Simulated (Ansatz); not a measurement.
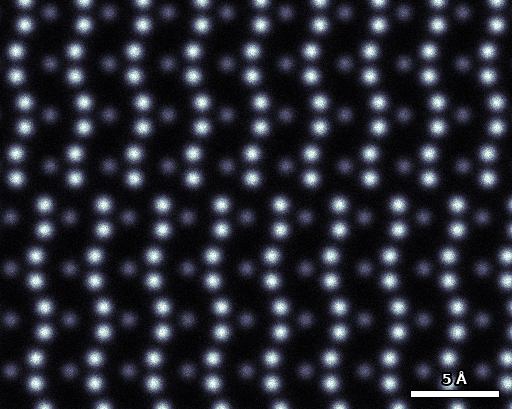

HAADF-like image of Cd2Sb2Mo (Ibam, No. 72) along [011]. The image is simulated as a sum over atoms of Z^1.7, blurred by a 0.70 Å probe (no channelling). The probe carries 25 % of its weight in a tail 2.5 times as wide. Shot noise was added.

One planar defect was built into the perfect crystal by geometry alone, without relaxation. Host structure: the geometry relaxed (final pressure about -8.2 GPa) with DFT, PAW plane waves, r2scan (Ansatz 0.2.0); the starting structure was generated, so it need not be a known form of this composition.

Q: Find the planar defect and say what kind it is.

A planar fault (a stacking fault or antiphase boundary) runs horizontally about 11 Å below the top edge. The part above it is shifted along the boundary by 2/3 of the 3.41 Å repeat of the rows (2.3 Å to the right, the same as 1.1 Å to the left); both parts keep the same orientation.
